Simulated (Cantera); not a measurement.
Charge: 1 mol Ti, 0.19 mol H₂O, 98 mol CO, equilibrated at 10.0 mbar.

Method: chemical equilibrium by Gibbs-energy minimisation in Cantera with the NASA 1993 tables (ideal gas, pure condensed phases). Candidate condensed phases: C, C₆H₆, C₇H₈, C₈H₁₈, H₂O, Ti, TiC, TiO, TiO₂, Ti₂O₃, Ti₃O₅, Ti₄O₇; 113 gas species. Mutual solubility and eutectic melting of coexisting phases are not modelled. TiC: taken at fixed stoichiometry. Condensed phases not in the tables: Magnéli phases beyond Ti₄O₇. The numbers say what is thermodynamically allowed, not how fast it happens.

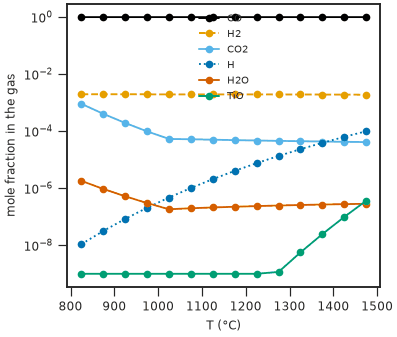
Fig. 1. Equilibrium gas composition (values under 1e-9 drawn at 1e-9)

At 825 °C the condensed part is C(graphite) + TiO₂(rutile). From 875 °C to 925 °C the condensed part is C(graphite) + Ti₄O₇(s). At 975 °C the condensed part is C(graphite) + Ti₃O₅(s). At 1025 °C the condensed part is TiC(s) + Ti₃O₅(s). From 1075 °C to 1475 °C the condensed part is TiC(s) + Ti₂O₃(s).
